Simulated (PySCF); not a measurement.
C₆H₁₂, SMILES `C1CCCCC1`.

Level of theory: 6-31G* basis (PySCF), at a geometry from GFN2-xTB. No frequency check shows the geometry to be a minimum.

Cartesian coordinates (Å):

```
C1      -1.1169   -0.9205    0.2416
C2       0.2387   -1.4275   -0.2416
C3       1.3556   -0.5070    0.2416
C4       1.1169    0.9204   -0.2416
C5      -0.2387    1.4275    0.2416
C6      -1.3556    0.5071   -0.2416
H7      -1.1421   -0.9412    1.3338
H8      -1.9113   -1.5752   -0.1236
H9       0.4084   -2.4429    0.1236
H10      0.2440   -1.4597   -1.3338
H11      1.3861   -0.5184    1.3338
H12      2.3198   -0.8677   -0.1236
H13      1.9114    1.5751    0.1236
H14      1.1421    0.9412   -1.3338
H15     -0.4085    2.4428   -0.1236
H16     -0.2441    1.4597    1.3338
H17     -1.3861    0.5185   -1.3338
H18     -2.3198    0.8677    0.1236
```

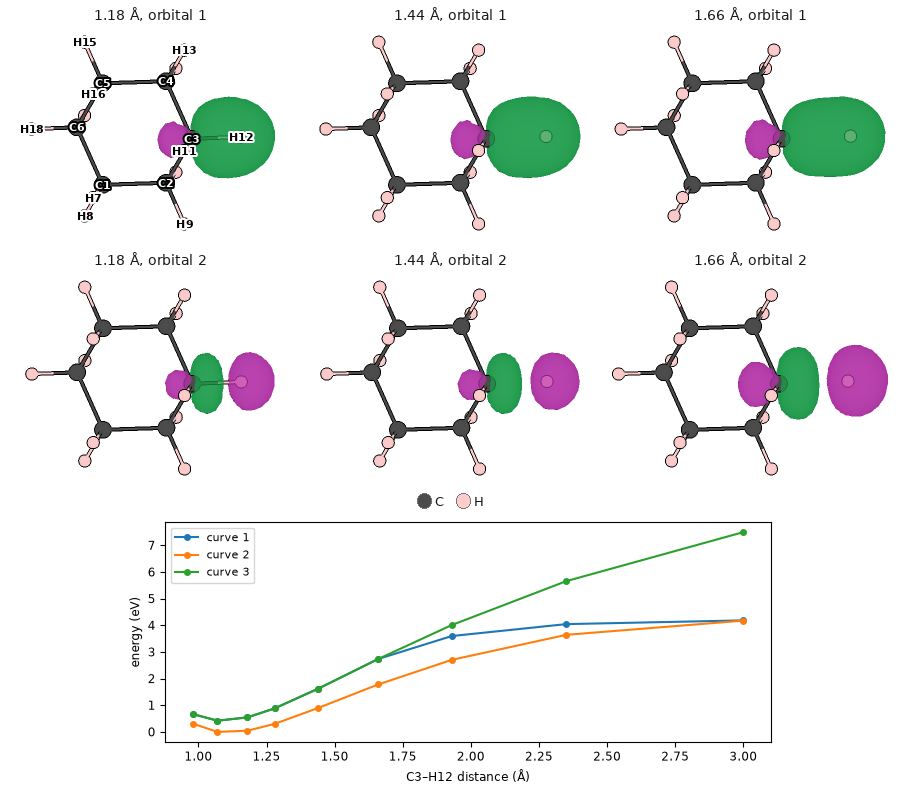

Rigid stretch of the C3–H12 bond. The two CASSCF(2,2) natural orbitals nearest half filling (orbital 1 the more occupied). Below: energies along the scan, from the lowest point of the three curves.

Question: How do the occupations change along the stretch?

Answer: 1.18 Å: 1.98 and 0.02; 1.44 Å: 1.95 and 0.05; 1.66 Å: 1.91 and 0.09. At the longest distance computed (3.00 Å) they are 1.30 and 0.70, and the effective number of unpaired electrons is 1.7.

Question: Which curve is which method?

Answer: Curve 1 is UHF. Curve 2 is CASSCF(2,2). Curve 3 is RHF. RHF rises too steeply because it keeps both electrons in one orbital and so mixes in ionic fragments.

Question: Where does the UHF solution part from RHF?

Answer: Between 1.66 Å (⟨S²⟩ = 0, the two coincide) and 1.93 Å (⟨S²⟩ = 0.56); at 3.00 Å ⟨S²⟩ is 0.99 and UHF lies 3.3 eV below RHF.

Question: How much energy does the stretch cost?

Answer: By CASSCF, 4.2 eV from the lowest point of the scan (1.07 Å) to 3.00 Å; RHF gives 7.1 eV from its own lowest point. The fragments aren't relaxed and dynamic correlation is missing, so this isn't a bond dissociation energy.
